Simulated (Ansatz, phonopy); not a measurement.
# CdS (Hawleyite, F-43m): a volume series of phonon spectra, part 4 of 4

Wanted: mode Grüneisen parameters of CdS (Hawleyite) and a free-energy fit over volumes.

Ansatz 0.2.0; DFT PBE, scalar-relativistic, plane waves, PAW.

So far. Step 14 (Single point at a scaled cell, V/V0 1.05): The run ends at a pressure of -2.33 GPa. Step 15 (Lattice dynamics at this volume, V/V0 1.05): No mode is imaginary beyond numerical noise at the solved wavevectors. The highest zone-centre mode (no LO–TO term) moved by -9.1 % for a volume change of +5.0 %.

## 16. How the modes move with volume (continued)

Table of optical frequency at Gamma without the LO-TO term, mode 4 by V/V0:

| V/V0 | optical frequency at Gamma without the LO-TO term, mode 4 (cm⁻¹) |
| --- | --- |
| 0.9700 | 229 |
| 0.9850 | 222 |
| 1.0000 | 216 |
| 1.0150 | 210 |
| 1.0300 | 204 |
| 1.0500 | 196 |

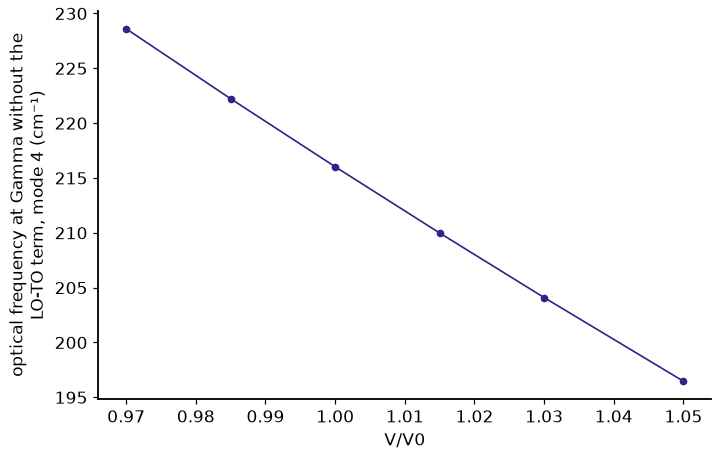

Optical frequency at Gamma without the LO-TO term, mode 4 against V/V0.

Grüneisen at points, by row:

| point | branch | frequency (cm⁻¹) | mode Grüneisen parameter |
| --- | --- | --- | --- |
| Γ | 4 | 216 | 1.89 |
| Γ | 6 | 277.3 | 1.21 |
| X | 1 | 54.4 | -1.66 |
| X | 3 | 141.3 | 1.13 |
| X | 4 | 255.7 | 1.76 |
| X | 6 | 271.2 | 1.36 |
| U | 1 | 52.7 | -1.63 |
| U | 2 | 68.7 | -0.25 |
| U | 3 | 132.6 | 1.19 |
| U | 4 | 249.4 | 1.79 |
| U | 5 | 262.1 | 1.44 |
| U | 6 | 274.3 | 1.57 |
| K | 1 | 52.7 | -1.63 |
| K | 2 | 68.7 | -0.25 |
| K | 3 | 132.6 | 1.19 |
| K | 4 | 249.4 | 1.79 |
| K | 5 | 262.1 | 1.44 |
| K | 6 | 274.3 | 1.57 |
| L | 1 | 42.9 | -2.04 |
| L | 3 | 130.7 | 0.84 |
| L | 4 | 234.1 | 1.87 |
| L | 6 | 280.8 | 1.41 |
| W | 1 | 61.3 | -0.52 |
| W | 2 | 72.8 | -0.43 |
| W | 3 | 129.4 | 1.27 |
| W | 4 | 258 | 1.42 |
| W | 5 | 258.7 | 1.74 |
| W | 6 | 273 | 1.6 |

## 17. Free-energy fit

Numbers from this step:

* volume expansion coefficient at 300 K: 20.56 1e-6/K
* isothermal bulk modulus at 300 K: 49.55 GPa
* C_P at 300 K: 23.49 J/mol-atom/K
* Grüneisen parameter at 300 K: 0.688

Energy (each curve on its own zero) against volume; values in meV/atom:

| volume (Å³/atom) | static | F at 0 K | F at 300 K | F at 900 K |
| --- | --- | --- | --- | --- |
| 25.238 | 4.17 | 5.69 | 6.5 | 10.4 |
| 25.629 | 1.02 | 1.93 | 2.55 | 5.16 |
| 26.019 | 0 | 0.32 | 0.65 | 1.79 |
| 26.409 | 0.93 | 0.66 | 0.61 | 0.13 |
| 26.799 | 3.67 | 2.81 | 2.31 | 0.04 |
| 27.320 | 9.85 | 8.23 | 7.01 | 2.16 |

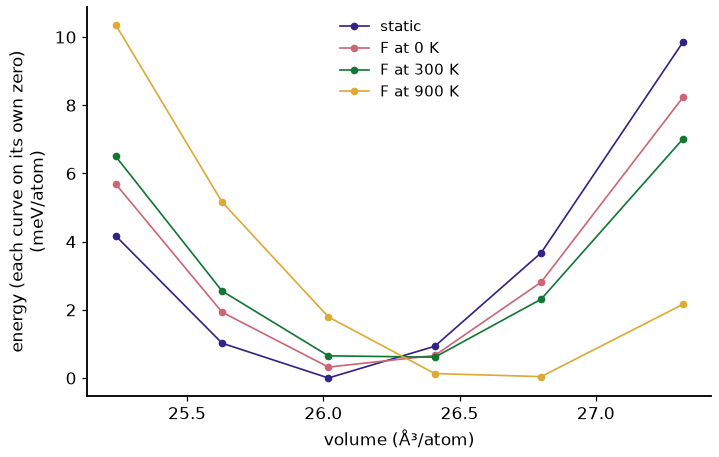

Energy (each curve on its own zero), plotted against volume.

Phonopy-qha, vinet fit of F(V) at each temperature; no electronic free energy. Qha vinet, by row:

| T (K) | fitted volume (Å³/atom) | alpha_V (1e-6/K) | B_T (GPa) | C_P (J/mol-atom/K) | Grueneisen |
| --- | --- | --- | --- | --- | --- |
| 100 | 26.14 | 5.47 | 51.98 | 15.77 | 0.2834 |
| 150 | 26.15 | 12.52 | 51.41 | 19.71 | 0.5154 |
| 200 | 26.17 | 16.52 | 50.8 | 21.72 | 0.6109 |
| 250 | 26.19 | 18.93 | 50.18 | 22.83 | 0.6592 |
| 300 | 26.22 | 20.56 | 49.55 | 23.49 | 0.6883 |
| 350 | 26.25 | 21.77 | 48.92 | 23.91 | 0.7083 |
| 400 | 26.28 | 22.76 | 48.29 | 24.21 | 0.7236 |
| 450 | 26.31 | 23.61 | 47.66 | 24.42 | 0.7361 |
| 500 | 26.34 | 24.39 | 47.03 | 24.59 | 0.747 |
| 550 | 26.37 | 25.12 | 46.41 | 24.72 | 0.7568 |
| 600 | 26.4 | 25.82 | 45.78 | 24.83 | 0.766 |
| 650 | 26.44 | 26.5 | 45.16 | 24.93 | 0.7748 |
| 700 | 26.48 | 27.18 | 44.54 | 25.02 | 0.7833 |
| 750 | 26.51 | 27.86 | 43.92 | 25.1 | 0.7916 |
| 800 | 26.55 | 28.55 | 43.31 | 25.17 | 0.7998 |
| 850 | 26.59 | 29.24 | 42.7 | 25.24 | 0.8079 |

Volume expansion coefficient, phonopy-qha, Vinet against temperature:

| temperature (K) | volume expansion coefficient, phonopy-qha, Vinet (1e-6/K) |
| --- | --- |
| 75 | 0.76 |
| 125 | 9.47 |
| 200 | 16.5 |
| 250 | 18.9 |
| 325 | 21.2 |
| 375 | 22.3 |
| 450 | 23.6 |
| 500 | 24.4 |
| 575 | 25.5 |
| 625 | 26.2 |
| 700 | 27.2 |
| 750 | 27.9 |
| 825 | 28.9 |
| 875 | 29.6 |

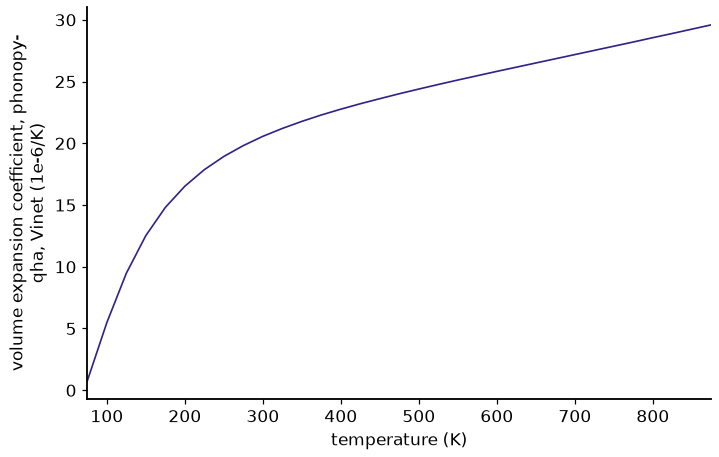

Volume expansion coefficient, phonopy-qha, Vinet against temperature.

The fit gives a volume expansion of 20.6 × 10⁻⁶/K at 300 K.

## 18. What came out

```json
{"volume expansion coefficient at 300 K": "20.56 1e-6/K", "isothermal bulk modulus at 300 K": "49.55 GPa", "C_P at 300 K": "23.49 J/mol-atom/K", "Grüneisen parameter at 300 K": "0.688", "mean mode Grüneisen parameter at 300 K": "0.643"}
```

**Reading.** Near room temperature CdS (Hawleyite) expands by 20.6 × 10⁻⁶/K in volume by PBE, with C_P = 23.5 J/(mol K) per mole of atoms and B_T = 49.5 GPa. C_P at room temperature is 94 % of the classical 3R an atom. The heat-capacity-weighted Grüneisen parameter goes from -0.402 at 50 K to 0.691 at 800 K; 33 % of the modes stiffen on expansion. Weighting γ by the density of states and each mode's heat capacity at 300 K, the lowest third of the frequency range (cuts at 90 and 190 cm⁻¹) pulls the cell inward, while the rest pushes it outward. Among the labelled points γ is largest for branch 4 at Γ (216 cm⁻¹, 1.9) and most negative for branch 1 at L (42.9 cm⁻¹, -2.0). The log warns that the k-mesh is coarse for the response calculation and asks for a check on a denser one. The interpolation has no quadrupole term, so branches near the zone centre are less sure, since this crystal has sites that are not centres of inversion.

[Logs are printed without paths, hosts, clocks, repeated set-up lines and the standing remarks that a program may print on its own settings, such as how far it seeks lower states.]

[Hosts, paths, dates, database ids (printed as entryN), source tags and the programs' standing remarks are cut or masked in the printed files.]

[A step with changed settings may run another functional than the one named; its input shows which.]

[Of the runs on displaced cells, only some may be shown.]
